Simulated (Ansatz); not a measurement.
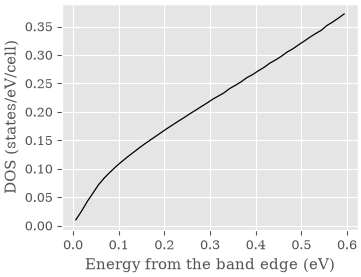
Figure. Density of states of Si (Fd-3m) below the valence band maximum, PBEsol with spin-orbit coupling, rigid bands (Ansatz, a quantum-chemistry and plane-wave program); cell volume 40.1 Å³.

Task: What effective density of states at 300 K does this give (∫ g(E) exp(−E/k_BT) dE, both spins, divided by the cell's size)?

Result: 2.2e19 cm⁻³, a density-of-states mass of 0.91 mₑ, valleys and band degeneracy included.

Geometry: cell and atoms relaxed with PBEsol.
